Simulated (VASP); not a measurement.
# Gd (Gadolinium): structure and properties in VASP, part 6 of 11

Aim: relax Gd (Gadolinium), then compute properties on the relaxed cell. The start is a cell from a database of measured crystal structures.

VASP 6.6.1, plane waves and PAW; the level of theory is named at each step.

Still holding for the runs below: The k-mesh is coarse for a metal.

So far. Step 6 (Magnetic order: antiferromagnetic, q = (1/2, 1/2, 0)): The energy lies +63.4 meV an atom from the first pattern. The run ends antiferromagnetic with a largest moment of 7.03 μB, and the mesh shows no gap. Step 7 (The orders side by side): The session goes on in the lowest magnetic state found: ferromagnetic. The next one lies 29.9 meV an atom higher.

## Step 8: Relaxing cell and atoms (PBEsol + U)

This step: PBEsol, DFT+U (Gd f 5 eV), spin-polarised from a ferromagnetic start; plane waves and PAW (Gd) (VASP 6.6.1).

System of this step: Gd (Gadolinium). The structure is hexagonal, space group P6_3/mmc (No. 194). Conventional cell: a = 3.636 Å, b = 3.636 Å, c = 5.783 Å, α = 90.00°, β = 90.00°, γ = 120.00°. Gd has 12 Gd at 3.57 to 3.64 Å nearest.

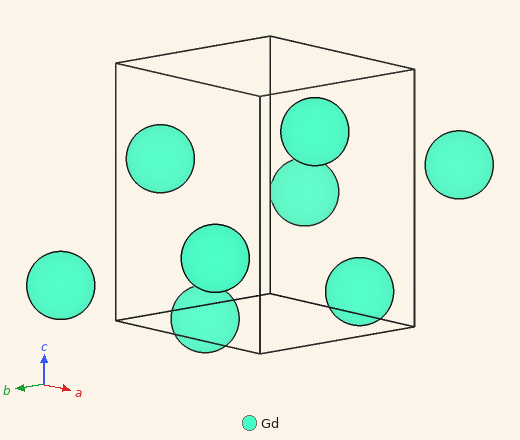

The cell of this step (gadolinium teal). 2×2×1 cells are drawn.

The start need not lie at this functional's minimum. ISIF = 3 frees volume, shape and positions, and EDIFFG sets the threshold on forces and stress at which the search stops.

Contents of INCAR:

```
SYSTEM = Gd
PREC = Accurate
ENCUT = 450
EDIFF = 1E-06
NELM = 150
ISMEAR = 1
SIGMA = 0.2
LREAL = .FALSE.
ALGO = Normal
GGA = PS
NBANDS = 34
ISPIN = 2
MAGMOM = 7.13 7.13
LDAU = .TRUE.
LDAUTYPE = 2
LDAUL = 3
LDAUU = 5
LDAUJ = 0
LDAUPRINT = 1
LASPH = .TRUE.
LMAXMIX = 6
AMIX = 0.2
BMIX = 1E-04
AMIX_MAG = 0.8
BMIX_MAG = 1E-04
LORBIT = 11
LWAVE = .FALSE.
LCHARG = .FALSE.
KPAR = 4
IBRION = 2
NSW = 60
ISIF = 3
EDIFFG = -0.01
```

Contents of POSCAR:

```
Gd
1.0
    3.6360000000      0.0000000000      0.0000000000
   -1.8180000000      3.1488683682      0.0000000000
    0.0000000000      0.0000000000      5.7826000000
Gd
2
Direct
    0.3333333333      0.6666666667      0.2500000000
    0.6666666667      0.3333333333      0.7500000000
```

Contents of KPOINTS:

```
Automatic mesh
0
Gamma
7 7 4
0 0 0
```

Potentials, in the order of the species: Gd (PBE family, release 64).

Run with:

```bash
$ mpirun -np 4 vasp_std
```

The log of the run:

```text
[... set-up lines as in an earlier step ...]
 entering main loop
       N       E                     dE             d eps       ncg     rms          rms(c)
DAV:   1     0.260232778660E+03    0.26023E+03   -0.10718E+04  4632   0.465E+03
DAV:   2     0.426978450976E+02   -0.21753E+03   -0.18726E+03  4698   0.438E+02
DAV:   3    -0.486429328099E+01   -0.47562E+02   -0.46106E+02  5338   0.148E+02
DAV:   4    -0.126840243862E+02   -0.78197E+01   -0.77589E+01  6332   0.494E+01
DAV:   5    -0.134976064132E+02   -0.81358E+00   -0.81112E+00  6226   0.165E+01    0.549E+01
DAV:   6    -0.227281021244E+02   -0.92305E+01   -0.85114E+00  5324   0.847E+01    0.373E+01
DAV:   7    -0.234917892519E+02   -0.76369E+00   -0.18642E+00  5928   0.170E+01    0.454E+01
DAV:   8    -0.235159149618E+02   -0.24126E-01   -0.22360E-01  6154   0.246E+00    0.571E+01
DAV:   9    -0.235198138786E+02   -0.38989E-02   -0.47111E-02  5366   0.208E+00    0.345E+01
DAV:  10    -0.235292633521E+02   -0.94495E-02   -0.52777E-02  5286   0.181E+00    0.380E+00
DAV:  11    -0.235305854544E+02   -0.13221E-02   -0.59425E-03  5736   0.484E-01    0.235E+00
DAV:  12    -0.235299649984E+02    0.62046E-03   -0.98074E-04  5484   0.303E-01    0.177E+00
DAV:  13    -0.235296252511E+02    0.33975E-03   -0.79246E-04  5866   0.225E-01    0.106E+00
DAV:  14    -0.235295940185E+02    0.31233E-04   -0.37893E-04  5970   0.959E-02    0.113E-01
DAV:  15    -0.235295869699E+02    0.70486E-05   -0.57490E-05  5562   0.918E-02    0.103E-01
DAV:  16    -0.235295857244E+02    0.12455E-05   -0.45606E-06  4626   0.166E-02    0.138E-01
DAV:  17    -0.235295853456E+02    0.37874E-06   -0.59027E-07  2430   0.861E-03
   1 F= -.23529585E+02 E0= -.23530639E+02  d E =-.235296E+02  mag=    15.6502
 curvature:   0.00 expect dE= 0.000E+00 dE for cont linesearch  0.000E+00
 trial: gam= 0.00000 g(F)=  0.167E-47 g(S)=  0.400E-01 ort = 0.000E+00 (trialstep = 0.100E+01)
 search vector abs. value=  0.400E-01
 bond charge predicted
       N       E                     dE             d eps       ncg     rms          rms(c)
DAV:   1    -0.255044753792E+02   -0.19749E+01   -0.20253E+01  4862   0.468E+01    0.459E+01
DAV:   2    -0.242035748837E+02    0.13009E+01   -0.35109E+00  5332   0.318E+01    0.260E+01
DAV:   3    -0.236109370895E+02    0.59264E+00   -0.12849E+00  4538   0.178E+01    0.137E+01
DAV:   4    -0.235898021179E+02    0.21135E-01   -0.35074E-01  6296   0.466E+00    0.547E+00
DAV:   5    -0.235673823826E+02    0.22420E-01   -0.38138E-02  6140   0.119E+00    0.334E+00
DAV:   6    -0.235433784734E+02    0.24004E-01   -0.51187E-02  5796   0.225E+00    0.654E+00
DAV:   7    -0.235448315898E+02   -0.14531E-02   -0.10561E-02  5624   0.792E-01    0.386E+00
DAV:   8    -0.235447941079E+02    0.37482E-04   -0.11978E-02  5370   0.404E-01    0.157E+00
DAV:   9    -0.235442019707E+02    0.59214E-03   -0.20478E-02  6288   0.983E-01    0.130E+00
DAV:  10    -0.235442692796E+02   -0.67309E-04   -0.13942E-03  6090   0.204E-01    0.133E+00
DAV:  11    -0.235442498733E+02    0.19406E-04   -0.72016E-05  5526   0.107E-01    0.645E-01
DAV:  12    -0.235442620957E+02   -0.12222E-04   -0.27326E-05  5706   0.673E-02    0.156E-01
DAV:  13    -0.235442609424E+02    0.11534E-05   -0.73243E-06  5122   0.217E-02    0.181E-01
DAV:  14    -0.235442570444E+02    0.38979E-05   -0.75103E-06  4386   0.364E-02    0.549E-02
DAV:  15    -0.235442571673E+02   -0.12284E-06   -0.12517E-06  2568   0.165E-02
   2 F= -.23544257E+02 E0= -.23544742E+02  d E =-.146718E-01  mag=    15.6028
 trial-energy change:   -0.014672  1 .order   -0.016055   -0.040030    0.007921
 step:   0.8080(harm=  0.8348)  dis= 0.00000  next Energy=   -23.545027 (dE=-0.154E-01)
 bond charge predicted
       N       E                     dE             d eps       ncg     rms          rms(c)
DAV:   1    -0.236128679401E+02   -0.68611E-01   -0.71067E-01  4776   0.917E+00    0.180E+01
DAV:   2    -0.235725795665E+02    0.40288E-01   -0.12164E-01  5364   0.430E+00    0.717E+00
DAV:   3    -0.235492612742E+02    0.23318E-01   -0.36414E-02  4752   0.268E+00    0.406E+00
DAV:   4    -0.235460579362E+02    0.32033E-02   -0.22608E-02  6212   0.145E+00    0.341E+00
DAV:   5    -0.235466935075E+02   -0.63557E-03   -0.16543E-03  5384   0.309E-01    0.212E+00
DAV:   6    -0.235457774174E+02    0.91609E-03   -0.95377E-04  6428   0.218E-01    0.136E+00
DAV:   7    -0.235453688677E+02    0.40855E-03   -0.15650E-03  6010   0.256E-01    0.594E-01
DAV:   8    -0.235451935744E+02    0.17529E-03   -0.15819E-03  6348   0.300E-01    0.860E-02
DAV:   9    -0.235452090273E+02   -0.15453E-04   -0.14208E-04  5698   0.465E-02    0.675E-02
DAV:  10    -0.235452109145E+02   -0.18873E-05   -0.83529E-06  4392   0.159E-02    0.411E-02
DAV:  11    -0.235452122028E+02   -0.12883E-05   -0.75322E-07  2040   0.115E-02    0.218E-02
DAV:  12    -0.235452124242E+02   -0.22134E-06   -0.15468E-06  2342   0.133E-02
   3 F= -.23545212E+02 E0= -.23545818E+02  d E =-.156271E-01  mag=    15.6129
 curvature:  -0.41 expect dE=-0.412E-05 dE for cont linesearch -0.894E-06
 trial: gam= 0.00000 g(F)=  0.687E-46 g(S)=  0.101E-04 ort =-0.297E-03 (trialstep = 0.962E+00)
 search vector abs. value=  0.101E-04
 reached required accuracy - stopping structural energy minimisation
```

Wall time 1.8 min (4 MPI ranks of Intel Xeon Platinum 8259CL at 2.50GHz (Skylake/Cascade Lake), shared host); peak memory 0.94 GiB.

Parts of OUTCAR (step 8):

```text
   NELECT =      36.0000    total number of electrons

atom =   1  type =  1  l = 3

 onsite density matrix

spin component  1

  0.9902 -0.0000  0.0000 -0.0000 -0.0000 -0.0000 -0.0000
 -0.0000  0.9894  0.0000 -0.0000 -0.0000  0.0000  0.0000
  0.0000  0.0000  0.9890 -0.0000  0.0000 -0.0000  0.0000
 -0.0000 -0.0000 -0.0000  0.9901 -0.0000  0.0000  0.0000
 -0.0000 -0.0000  0.0000 -0.0000  0.9890 -0.0000  0.0000
 -0.0000  0.0000 -0.0000  0.0000 -0.0000  0.9894  0.0000
 -0.0000  0.0000  0.0000  0.0000  0.0000  0.0000  0.9889

spin component  2

  0.0011  0.0000  0.0000  0.0000  0.0000  0.0000  0.0000
  0.0000  0.0013  0.0000 -0.0000 -0.0000  0.0000 -0.0000
  0.0000  0.0000  0.0008  0.0000 -0.0000  0.0000 -0.0000
  0.0000 -0.0000  0.0000  0.0006  0.0000  0.0000 -0.0000
  0.0000 -0.0000 -0.0000  0.0000  0.0008 -0.0000  0.0000
  0.0000  0.0000  0.0000  0.0000 -0.0000  0.0013 -0.0000
  0.0000 -0.0000 -0.0000 -0.0000  0.0000 -0.0000  0.0007

 occupancies and eigenvectors

  o =  0.0006  v =  0.0000  0.0000  0.0000  0.0000  0.0000  0.0000  0.0000 -0.0000  0.0000 -0.0000  1.0000 -0.0000 -0.0000 -0.0000      0.0000  0.0000  0.0000  0.0000  0.0000  0.0000  0.0000  0.0000  0.0000  0.0000  0.0000  0.0000  0.0000  0.0000
  o =  0.0007  v =  0.0000  0.0000  0.0000  0.0000  0.0000  0.0000  0.0000  0.0000  0.0000 -0.0000 -0.0000  0.0000  0.0000 -1.0000      0.0000  0.0000  0.0000  0.0000  0.0000  0.0000  0.0000  0.0000  0.0000  0.0000  0.0000  0.0000  0.0000  0.0000
  o =  0.0008  v =  0.0000  0.0000  0.0000  0.0000  0.0000  0.0000  0.0000 -0.0000 -0.0000  0.0026  0.0000  1.0000  0.0000  0.0000      0.0000  0.0000  0.0000  0.0000  0.0000  0.0000  0.0000  0.0000  0.0000  0.0000  0.0000  0.0000  0.0000  0.0000
  o =  0.0008  v =  0.0000  0.0000  0.0000  0.0000  0.0000  0.0000  0.0000  0.0000 -0.0000 -1.0000 -0.0000  0.0026  0.0000  0.0000      0.0000  0.0000  0.0000  0.0000  0.0000  0.0000  0.0000  0.0000  0.0000  0.0000  0.0000  0.0000  0.0000  0.0000
  o =  0.0011  v =  0.0000  0.0000  0.0000  0.0000  0.0000  0.0000  0.0000  1.0000 -0.0000  0.0000  0.0000  0.0000 -0.0000  0.0000      0.0000  0.0000  0.0000  0.0000  0.0000  0.0000  0.0000  0.0000  0.0000  0.0000  0.0000  0.0000  0.0000  0.0000
  o =  0.0013  v =  0.0000  0.0000  0.0000  0.0000  0.0000  0.0000  0.0000 -0.0000 -1.0000  0.0000  0.0000 -0.0000  0.0050 -0.0000      0.0000  0.0000  0.0000  0.0000  0.0000  0.0000  0.0000  0.0000  0.0000  0.0000  0.0000  0.0000  0.0000  0.0000
  o =  0.0013  v =  0.0000  0.0000  0.0000  0.0000  0.0000  0.0000  0.0000  0.0000  0.0050  0.0000  0.0000 -0.0000  1.0000  0.0000      0.0000  0.0000  0.0000  0.0000  0.0000  0.0000  0.0000  0.0000  0.0000  0.0000  0.0000  0.0000  0.0000  0.0000
  o =  0.9889  v = -0.0000 -0.0000  0.0000  0.0000  0.0000 -0.0000 -1.0000  0.0000  0.0000  0.0000  0.0000  0.0000  0.0000  0.0000      0.0000  0.0000  0.0000  0.0000  0.0000  0.0000  0.0000  0.0000  0.0000  0.0000  0.0000  0.0000  0.0000  0.0000
  o =  0.9890  v = -0.0000 -0.0000  0.0000  0.0000 -1.0000  0.0000 -0.0000  0.0000  0.0000  0.0000  0.0000  0.0000  0.0000  0.0000      0.0000  0.0000  0.0000  0.0000  0.0000  0.0000  0.0000  0.0000  0.0000  0.0000  0.0000  0.0000  0.0000  0.0000
  o =  0.9890  v = -0.0000  0.0000  1.0000  0.0000  0.0000  0.0000  0.0000  0.0000  0.0000  0.0000  0.0000  0.0000  0.0000  0.0000      0.0000  0.0000  0.0000  0.0000  0.0000  0.0000  0.0000  0.0000  0.0000  0.0000  0.0000  0.0000  0.0000  0.0000
  o =  0.9894  v = -0.0000  0.0925 -0.0000  0.0000 -0.0000 -0.9957  0.0000  0.0000  0.0000  0.0000  0.0000  0.0000  0.0000  0.0000      0.0000  0.0000  0.0000  0.0000  0.0000  0.0000  0.0000  0.0000  0.0000  0.0000  0.0000  0.0000  0.0000  0.0000
  o =  0.9894  v =  0.0000  0.9957 -0.0000 -0.0000 -0.0000  0.0925 -0.0000  0.0000  0.0000  0.0000  0.0000  0.0000  0.0000  0.0000      0.0000  0.0000  0.0000  0.0000  0.0000  0.0000  0.0000  0.0000  0.0000  0.0000  0.0000  0.0000  0.0000  0.0000
[...]
o =  0.0011  v =  0.0000  0.0000  0.0000  0.0000  0.0000  0.0000  0.0000  1.0000  0.0000  0.0000  0.0000  0.0000 -0.0000  0.0000      0.0000  0.0000  0.0000  0.0000  0.0000  0.0000  0.0000  0.0000  0.0000  0.0000  0.0000  0.0000  0.0000  0.0000
  o =  0.0013  v =  0.0000  0.0000  0.0000  0.0000  0.0000  0.0000  0.0000  0.0000 -1.0000 -0.0000  0.0000 -0.0000  0.0046  0.0000      0.0000  0.0000  0.0000  0.0000  0.0000  0.0000  0.0000  0.0000  0.0000  0.0000  0.0000  0.0000  0.0000  0.0000
  o =  0.0013  v =  0.0000  0.0000  0.0000  0.0000  0.0000  0.0000  0.0000 -0.0000 -0.0046 -0.0000 -0.0000 -0.0000 -1.0000 -0.0000      0.0000  0.0000  0.0000  0.0000  0.0000  0.0000  0.0000  0.0000  0.0000  0.0000  0.0000  0.0000  0.0000  0.0000
  o =  0.9889  v =  0.0000  0.0000  0.0000 -0.0000 -0.0000  0.0000  1.0000  0.0000  0.0000  0.0000  0.0000  0.0000  0.0000  0.0000      0.0000  0.0000  0.0000  0.0000  0.0000  0.0000  0.0000  0.0000  0.0000  0.0000  0.0000  0.0000  0.0000  0.0000
  o =  0.9890  v = -0.0000 -0.0000  0.0000  0.0000 -1.0000 -0.0000 -0.0000  0.0000  0.0000  0.0000  0.0000  0.0000  0.0000  0.0000      0.0000  0.0000  0.0000  0.0000  0.0000  0.0000  0.0000  0.0000  0.0000  0.0000  0.0000  0.0000  0.0000  0.0000
  o =  0.9890  v = -0.0000 -0.0000  1.0000  0.0000  0.0000  0.0000  0.0000  0.0000  0.0000  0.0000  0.0000  0.0000  0.0000  0.0000      0.0000  0.0000  0.0000  0.0000  0.0000  0.0000  0.0000  0.0000  0.0000  0.0000  0.0000  0.0000  0.0000  0.0000
  o =  0.9894  v = -0.0000 -0.0283 -0.0000  0.0000  0.0000 -0.9996  0.0000  0.0000  0.0000  0.0000  0.0000  0.0000  0.0000  0.0000      0.0000  0.0000  0.0000  0.0000  0.0000  0.0000  0.0000  0.0000  0.0000  0.0000  0.0000  0.0000  0.0000  0.0000
  o =  0.9894  v =  0.0000  0.9996  0.0000  0.0000 -0.0000 -0.0283 -0.0000  0.0000  0.0000  0.0000  0.0000  0.0000  0.0000  0.0000      0.0000  0.0000  0.0000  0.0000  0.0000  0.0000  0.0000  0.0000  0.0000  0.0000  0.0000  0.0000  0.0000  0.0000
  o =  0.9901  v = -0.0000  0.0000  0.0000 -1.0000 -0.0000 -0.0000 -0.0000  0.0000  0.0000  0.0000  0.0000  0.0000  0.0000  0.0000      0.0000  0.0000  0.0000  0.0000  0.0000  0.0000  0.0000  0.0000  0.0000  0.0000  0.0000  0.0000  0.0000  0.0000
  o =  0.9902  v =  1.0000 -0.0000  0.0000 -0.0000 -0.0000 -0.0000 -0.0000  0.0000  0.0000  0.0000  0.0000  0.0000  0.0000  0.0000      0.0000  0.0000  0.0000  0.0000  0.0000  0.0000  0.0000  0.0000  0.0000  0.0000  0.0000  0.0000  0.0000  0.0000

 E-fermi :   3.1066

 spin component 1
 k-point     1 :       0.0000    0.0000    0.0000
  band No.  band energies     occupation
    ...
     20      -4.2902      1.00000
     21      -4.2639      1.00000
     22      -4.2588      1.00000
     23      -2.1548      1.00000
     24       0.4287      1.00000
     25       4.1937     -0.00000
     26       4.3142     -0.00000
     27       4.3142     -0.00000
     28       4.4906     -0.00000
     29       4.9757     -0.00000
    ...

 k-point     2 :       0.1429   -0.0000    0.0000
  band No.  band energies     occupation
    ...
     20      -4.2971      1.00000
     21      -4.2791      1.00000
     22      -4.2709      1.00000
     23      -1.6648      1.00000
     24       0.8898      1.00000
     25       3.5170     -0.00673
     26       3.5175     -0.00667
     27       4.5024     -0.00000
     28       4.8046     -0.00000
     29       5.0859     -0.00000
    ...

  Total        0.0128639      0.0128639     -0.0094586      0.0000000      0.0000000      0.0000000
  in kB        0.3252398      0.3252398     -0.2391438      0.0000000      0.0000000      0.0000000
  external PRESSURE =       0.1371119 kB  Pullay stress =       0.0000000 kB

 POSITION                                       TOTAL-FORCE (eV/Angst)
 -----------------------------------------------------------------------------------
     -0.00000      2.06863      1.42495         0.000000      0.000000      0.000000
      1.79149      1.03432      4.27486        -0.000000     -0.000000      0.000000
 -----------------------------------------------------------------------------------
    total drift:                                0.000000     -0.000000      0.000000

  FREE ENERGIE OF THE ION-ELECTRON SYSTEM (eV)
  ---------------------------------------------------
  free  energy   TOTEN  =       -23.5452124242 eV

  energy  without entropy=      -23.5470289056  energy(sigma->0) =      -23.54581792

 reached required accuracy - stopping structural energy minimisation

 magnetization (x)
# of ion       s       p       d       f       tot
--------------------------------------------------
    1        0.005  -0.042   0.253   6.914   7.130
    2        0.005  -0.042   0.253   6.914   7.130
--------------------------------------------------
tot          0.010  -0.085   0.506  13.829  14.260

[... 8 parts as in an earlier step ...]

[... 14 further parts left out ...]
```

CONTCAR:

```
Gd
   1.00000000000000
     3.5829727779411304    0.0000000000000000    0.0000000000000000
    -1.7914863889705652    3.1029454468031599    0.0000000000000000
     0.0000000000000000   -0.0000000000000000    5.6998135724943122
  Gd
     2
Direct
     0.3333333332999970    0.6666666667000030    0.2500000000000000
     0.6666666667000030    0.3333333332999970    0.7500000000000000
```

The magnetic order is the lowest of the few collinear ones that converged above; longer or canted patterns were not tried. The run keeps the 24 symmetry operations of its start, so it cannot find a distortion of lower symmetry.

The steps of the relaxation:

```tsv
step	energy less that of the first step (eV)	largest force (eV/Å)	pressure (GPa)	volume (Å³)
1	0.0000	0.0000	-1.80	66.21
2	-0.0147	0.0000	0.38	62.71
3	-0.0156	0.0000	0.01	63.37
```

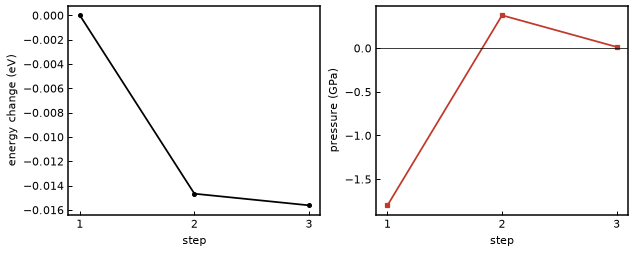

Energy and pressure along the relaxation.

```tsv
conventional cell, symmetrised	before	after	change
a (Å)	3.636	3.583	-1.5 %
b (Å)	3.636	3.583	-1.5 %
c (Å)	5.783	5.700	-1.4 %
volume (Å³/atom)	33.10	31.68	-4.3 %
```

Final coordinates:

```cif
data_structure
_symmetry_space_group_name_H-M 'P 1'
_symmetry_Int_Tables_number 1
_cell_length_a 3.5830
_cell_length_b 3.5830
_cell_length_c 5.6998
_cell_angle_alpha 90.000
_cell_angle_beta 90.000
_cell_angle_gamma 120.000
_cell_volume 63.37
loop_
_atom_site_label
_atom_site_type_symbol
_atom_site_fract_x
_atom_site_fract_y
_atom_site_fract_z
_atom_site_occupancy
Gd1 Gd 0.33333 0.66667 0.25000 1
Gd2 Gd 0.66667 0.33333 0.75000 1
```

Numbers from this step:

```yaml
electrons: 36
bands: 34
irreducible_k_points: 24
symmetry_operations: 24
free_energy_toten: -23.55 eV
energy_at_zero_smearing: -23.55 eV
fermi_energy: 3.107 eV
pressure: 0.01371 GPa
moment_of_the_cell_from_the_last_line_of_the_log: 15.61 μB
scf_cycles_over_all_ionic_steps: 44
```

Spin moment in the PAW sphere by atom:

```tsv
atom	spin moment in the PAW sphere (μB)
Gd1	7.13
Gd2	7.13
```

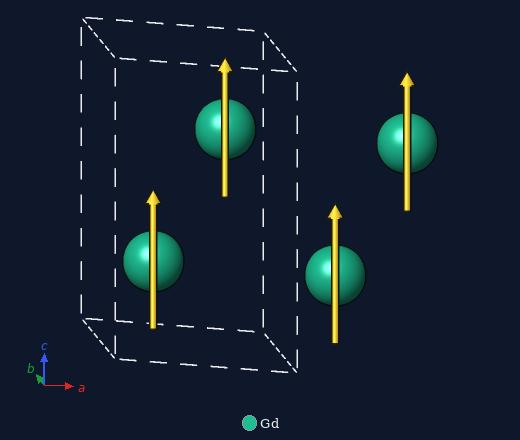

Spin moment in the PAW sphere as arrows, the longest 7.13 μB. Up and down stand for the sign. Arrows give size and sign along the axis of quantisation, drawn up and down the page. 2×1×1 cells are drawn.

It ends with forces that vanish by symmetry and a pressure of 0.01 GPa.

(Part 6 of 11 ends here.)

[Lines on the potential files, build, host, timing and source positions are cut from VASP's logs without a mark.]

[Logs are printed without paths, hosts, clocks, repeated set-up lines and the standing remarks that a program may print on its own settings, such as how far it seeks lower states.]

[Hosts, paths, dates, database ids (printed as entryN), source tags and the programs' standing remarks are cut or masked in the printed files.]

[A measured line is paired with the nearest computed mode of its activity, which favours agreement.]
